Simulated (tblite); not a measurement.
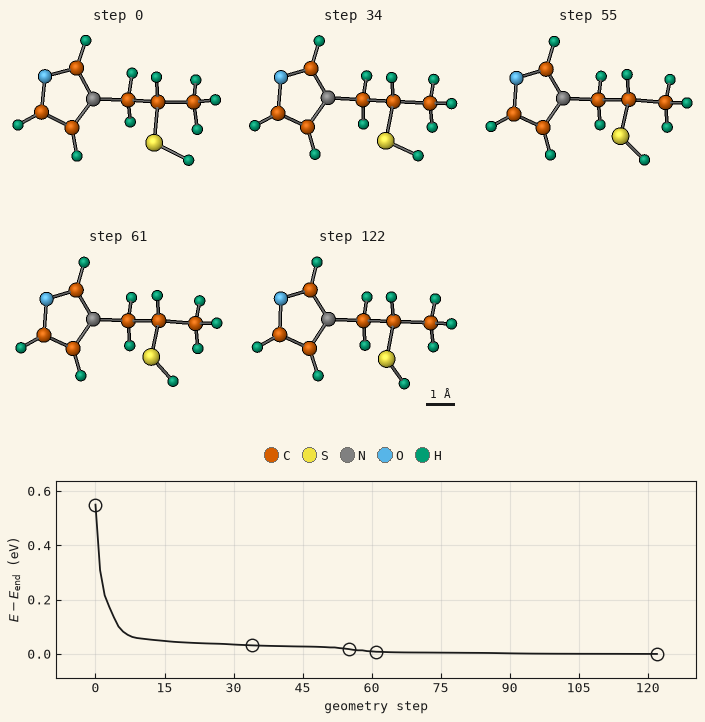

Frames of a relaxation of C$_{6}$H$_{10}$NOS (charge +1), marked on the history of the run. Style: ball-and-stick. Shown from a free direction.

Level of theory: GFN2-xTB geometry optimisation, gas phase (tblite 0.8.0). 

### What happens along the run?

Over 122 geometry steps the energy falls by 0.550 eV. The largest move after the best rigid fit is that of an H atom, 0.92 Å. Largest moves by element: H 0.92 Å, S 0.26 Å, C 0.16 Å, N 0.07 Å, O 0.06 Å. Among the contacts that change: H–S 1.430 → 1.330 Å, C–H 1.136 → 1.093 Å, C–O 1.336 → 1.299 Å, C–C 1.396 → 1.359 Å. Bond angles that change, for instance: C–S–H 108.4° → 96.4°, S–C–H 110.0° → 104.3°, N–C–H 128.4° → 123.3°. Groups turn about C–S by about 45°. From step 0 to 34: an H atom moves most (0.28 Å), energy −0.518 eV. From step 34 to 55: an H atom moves most (0.44 Å), energy −0.014 eV. From step 55 to 61: an H atom moves most (0.07 Å), energy −0.010 eV. From step 61 to 122: an H atom moves most (0.26 Å), energy −0.008 eV.
